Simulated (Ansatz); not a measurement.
# Pt (Fm-3m): equation of state with a fit in Python

Aim: an equation of state with a fit, for Pt (Fm-3m), run from a script.

All numbers are computed with Ansatz 0.2.0, driven from Python. Level of theory: DFT PBE, plane waves, PAW.

## Step 1: Starting point

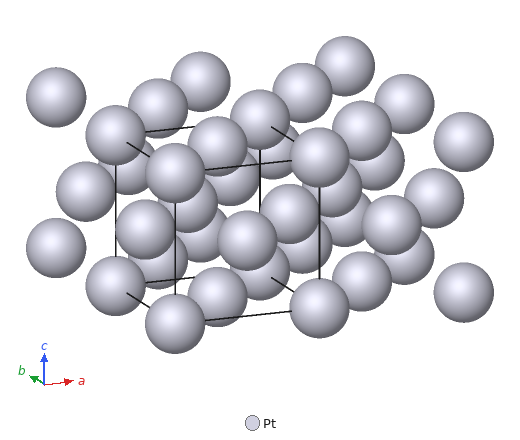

The structure that the script starts from, seen slightly off an axis (platinum light grey). 2×2×1 cells are drawn. The cell is the conventional one. Atoms on cell faces are repeated.

The script holds or builds the structure itself.

## Step 2: Script

Contents of eos.py:

```python
"""Energy against volume for Pt, with a fit."""

import argparse
import warnings

import ansatz as az
from ase.eos import EquationOfState
from ase.units import GPa
import numpy as np

parser = argparse.ArgumentParser(description="Energy against volume for Pt, with a fit.")
parser.add_argument("--xc", default="PBE", help="exchange-correlation functional")
parser.add_argument("--occupations", required=True, help="how the bands are filled")
parser.add_argument("--smearing-width", type=float, required=True, help="smearing width (eV)")
parser.add_argument("--ecut", type=float, required=True, help="basis")
parser.add_argument("--kmesh", type=int, nargs=3, required=True, help="k-point sampling")
args = parser.parse_args()

vectors0 = np.array([
    [0.0, 1.9609, 1.9609],
    [1.9609, 0.0, 1.9609],
    [1.9609, 1.9609, 0.0],
])
sites = [
    ("Pt", (0.0, 0.0, 0.0)),
]


def on_lattice(cell):
    crystal = az.Crystal(lattice=az.Lattice.of(cell))
    for symbol, position in sites:
        crystal = crystal.atom(symbol, position)
    return crystal

warnings.simplefilter("ignore", az.DeckWarning)

# uniform scaling of the cell
volumes, energies, pressures = [], [], []
for scale in np.linspace(0.95, 1.07, 5):
    cell = vectors0 * scale ** (1 / 3)
    calc = on_lattice(cell).calculation()
    calc = calc.functional(args.xc).occupations(args.occupations, width=args.smearing_width)
    calc = calc.basis(args.ecut)
    calc = calc.kpoints(*args.kmesh).stress()
    summary = calc.run(threads=1).report
    volumes.append(abs(np.linalg.det(cell)) / len(sites))
    energies.append(summary["free_energy_ev"] / len(sites))
    pressures.append(np.trace(summary["stress_gpa"]) / 3)
    print(f"V = {volumes[-1]:8.4f} A^3/atom  F = {energies[-1]:.5f} eV/atom  P = {pressures[-1]:8.3f} GPa")

eos = EquationOfState(volumes, energies, eos="sj")
v0, e0, bulk = eos.fit()
print(f"V0 = {v0:.4f} A^3/atom, E0 = {e0:.5f} eV/atom, B = {bulk / GPa:.1f} GPa")
eos.plot("eos.png")
```

## Step 3: The calls as engine input

The engine receives this input (first run):

```yaml
crystal:
  lattice:
    - [0.0, 1.9276579848986972, 1.9276579848986972]
    - [1.9276579848986972, 0.0, 1.9276579848986972]
    - [1.9276579848986972, 1.9276579848986972, 0.0]
  atoms:
    - { symbol: Pt, position: [0.0, 0.0, 0.0] }
basis:
  ecutwfc: 500.0
kpoints:
  mp_grid:
    grid: [10, 10, 10]
hamiltonian:
  xc: pbe
scf:
  occupations:
    method: cold
    width: 0.05
output:
  stress: true
```

## Step 4: The run

Command:

```console
> python eos.py --occupations cold --smearing-width 0.05 --ecut 500.0 --kmesh 10 10 10
```

Output:

```text
V =  14.3258 A^3/atom  F = -12522.89833 eV/atom  P =   27.769 GPa
V =  14.7782 A^3/atom  F = -12522.96028 eV/atom  P =   16.461 GPa
V =  15.2306 A^3/atom  F = -12522.99311 eV/atom  P =    7.084 GPa
V =  15.6830 A^3/atom  F = -12523.00181 eV/atom  P =   -0.679 GPa
V =  16.1354 A^3/atom  F = -12522.99053 eV/atom  P =   -7.113 GPa
V0 = 15.6395 A^3/atom, E0 = -12523.00190 eV/atom, B = 248.3 GPa
```

Wall time 6 s (1 thread of Intel Xeon Platinum 8488C (Sapphire Rapids), shared host); peak memory 0.36 GiB.

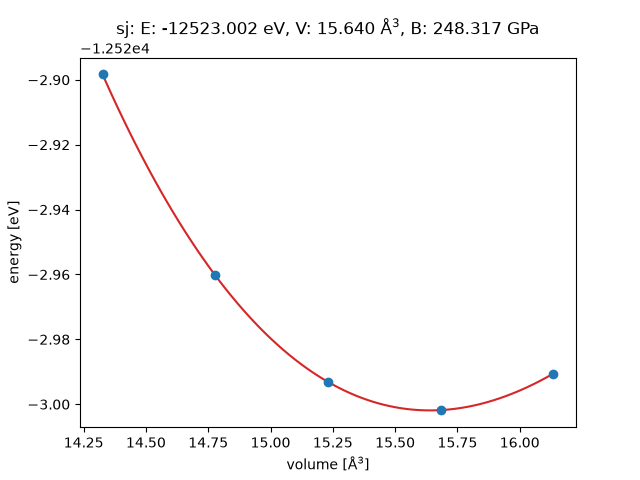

The script's own figure, eos.png.

## Step 5: What changed from run to run

The engine's inputs for some of the other runs:

Run 2, against run 1:

```diff
@@ -3,3 +3,3 @@
-    - [0.0, 1.9276579848986972, 1.9276579848986972]
-    - [1.9276579848986972, 0.0, 1.9276579848986972]
-    - [1.9276579848986972, 1.9276579848986972, 0.0]
+    - [0.0, 1.947739200772908, 1.947739200772908]
+    - [1.947739200772908, 0.0, 1.947739200772908]
+    - [1.947739200772908, 1.947739200772908, 0.0]
```

Run 4, against run 1:

```diff
@@ -3,3 +3,3 @@
-    - [0.0, 1.9276579848986972, 1.9276579848986972]
-    - [1.9276579848986972, 0.0, 1.9276579848986972]
-    - [1.9276579848986972, 1.9276579848986972, 0.0]
+    - [0.0, 1.9867042749509856, 1.9867042749509856]
+    - [1.9867042749509856, 0.0, 1.9867042749509856]
+    - [1.9867042749509856, 1.9867042749509856, 0.0]
```

Run 5, against run 1:

```diff
@@ -3,3 +3,3 @@
-    - [0.0, 1.9276579848986972, 1.9276579848986972]
-    - [1.9276579848986972, 0.0, 1.9276579848986972]
-    - [1.9276579848986972, 1.9276579848986972, 0.0]
+    - [0.0, 2.005626406878149, 2.005626406878149]
+    - [2.005626406878149, 0.0, 2.005626406878149]
+    - [2.005626406878149, 2.005626406878149, 0.0]
```

Lines on the test bed's own set-up are left out of the output.

A comment line of the script is reworded here; the code is as run.

## Step 6: What each run gave

One row for each of the 5 runs:

| run | volume (Å³/atom) | energy from run 4 (meV/atom) | pressure (GPa) | SCF cycles | CPU time (s) |
| --- | --- | --- | --- | --- | --- |
| 1 | 14.326 | 103.48 | 27.77 | 5 | 1.1 |
| 2 | 14.778 | 41.53 | 16.46 | 4 | 0.79 |
| 3 | 15.231 | 8.70 | 7.08 | 5 | 0.65 |
| 4 | 15.683 | 0.00 | -0.68 | 5 | 0.56 |
| 5 | 16.135 | 11.28 | -7.11 | 5 | 0.76 |

Energies are free energies F = E - TS of the smeared occupations. 

## Step 7: Summary of results

| quantity | value |
| --- | --- |
| runs compared | 5 |
| range of energy | 103.48 meV/atom |
| lowest point, volume (Å³/atom) | 15.683 |
| equilibrium volume (fit) | 15.64 Å³/atom |
| bulk modulus (fit) | 248 GPa |

A third-order Birch-Murnaghan fit through the 5 points (the script's own form differs a little) has its minimum at 15.64 Å³ an atom, 3.7 % above the typed cell, with a bulk modulus of 248 GPa and dB/dP = 5.5. From that minimum the energy rises by 103.6 meV an atom on the compressed side and 11.4 meV on the expanded side. Reading the output:
- The mesh is modest for a metal, so energies can be off by several to tens of meV an atom and pressures by half a GPa or more; differences at equal mesh fare better.
- Pressure is positive in compression.
- Spin-orbit coupling, which matters for elements this heavy, is left out.
